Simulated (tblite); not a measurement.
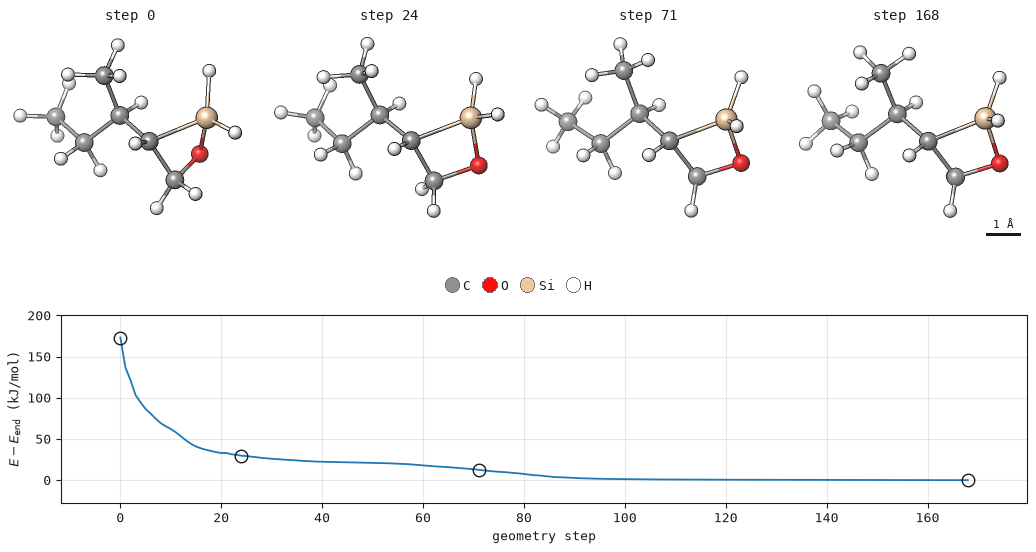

Frames of a relaxation of C6H14OSi, marked on the history of the run. Style: ball-and-stick. Shown at a tilt.

Computed with tblite 0.8.0, GFN2-xTB geometry optimisation, gas phase. 

### Describe the path.

The atom that moves furthest after the best rigid fit is an H atom (1.46 Å). By element the largest moves are H 1.46 Å, O 1.17 Å, Si 0.46 Å, C 0.34 Å. Among the contacts that change: C–O 1.375 → 1.433 Å, O–Si 1.701 → 1.654 Å, C–C 1.489 → 1.535 Å, C–Si 1.875 → 1.915 Å. Among the angles between lasting bonds that change: C–C–Si 108.5° → 120.1°, C–O–Si 88.0° → 97.0°, O–C–H 116.9° → 108.8°. Groups turn about C–C by about 55°, C–O by about 55°, C–C by about 50°. Over 168 geometry steps the energy falls by 173.2 kJ/mol. Cost: 2.5 s on 1 thread of Arm Neoverse N1, with other jobs on the host. From step 0 to 24: the O atom moves most (0.95 Å), energy −143.6 kJ/mol. From step 24 to 71: H atoms move most (0.86 Å), energy −17.2 kJ/mol. From step 71 to 168: H atoms move most (0.70 Å), energy −12.5 kJ/mol.
